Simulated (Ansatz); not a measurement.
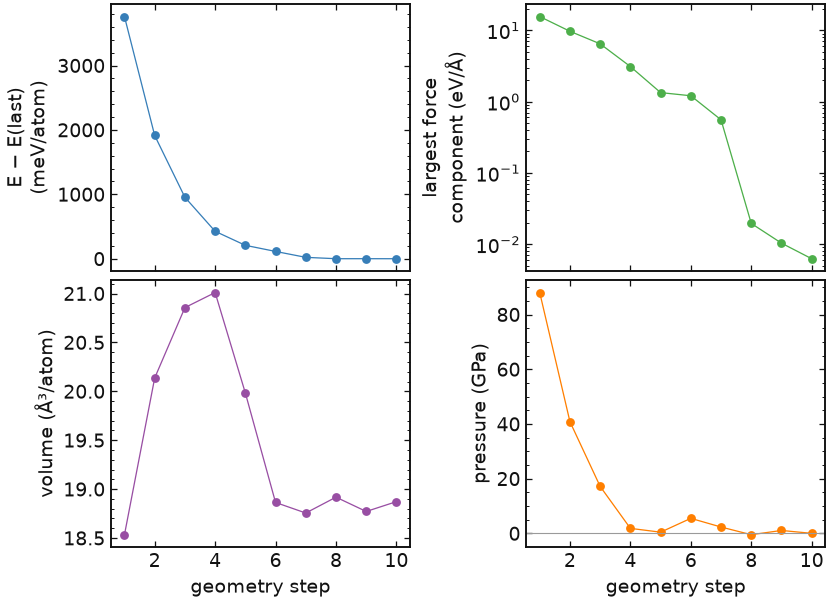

History of a geometry optimisation. The run: HfW (P4/nmm, 4 atoms in the cell), by DFT PBE, scalar-relativistic, plane waves, PAW in Ansatz 0.2.0; cutoff 420 eV, 4×4×4 k-mesh, Gaussian smearing of 0.1 eV. Atoms and cell relax. A closing SCF on a freshly chosen basis isn't drawn.

The optimisation met its thresholds at geometry 10, counting the start as the first. The energy fell by about 3800 meV/atom from the first step to the last. Step 9 went uphill and was rejected by the line search. The largest force component goes from about 16 eV/Å at the start to 6 × 10⁻³ eV/Å at the end. The volume grows from 18.5 to 18.9 Å³ per atom (+2 %), overshooting to 21.0 at step 4, as the pressure goes from 88 GPa to about 0 GPa.
